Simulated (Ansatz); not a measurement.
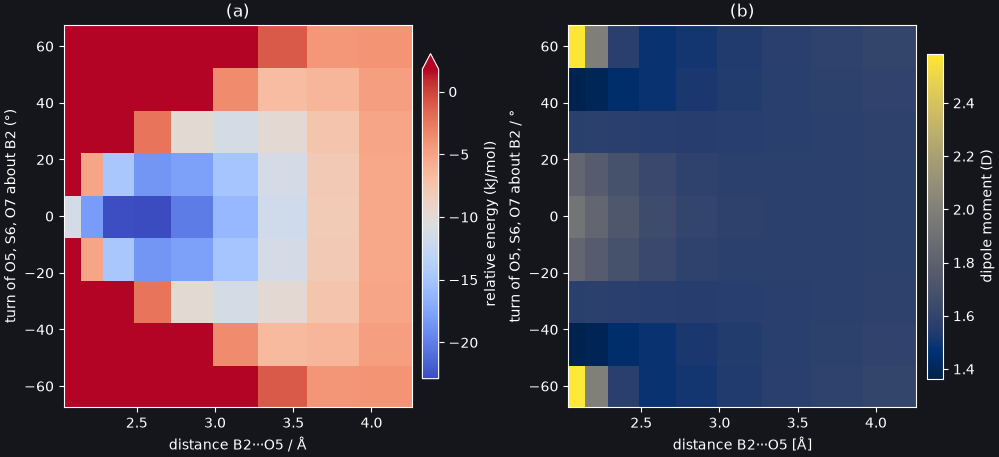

The pair BF₃···O₂S. The turn is about an axis along (−0.90, 0.41, 0.12) in the frame of the relaxed pair, normal to the line between the partners. Coordinates scanned: (1) distance B2···O5; (2) turn of O5, S6, O7 about B2. The scan uses a 9 × 9 grid. Points are written as (first, second). All energies are given in kJ/mol relative to the two partners far apart, frozen as in the relaxed pair, each in its own basis (no counterpoise correction). The calculation used RKS PBE-D4/def2-SVPD in Ansatz 0.2.0.

Panel (a) is the energy; panel (b) is the computed dipole moment, in D.

The picture shows one coloured cell a grid point, one colour for all values above the top of the scale.

### How does the dipole moment vary over the map, and what is it at the lowest grid point?

Leaving out the highest fifth of the energies, it runs from 1.49 D at (2.594 Å, −45°) to 1.92 D at (2.088 Å, 0°). At the lowest grid point, (2.594 Å, 0°), it is 1.65 D.
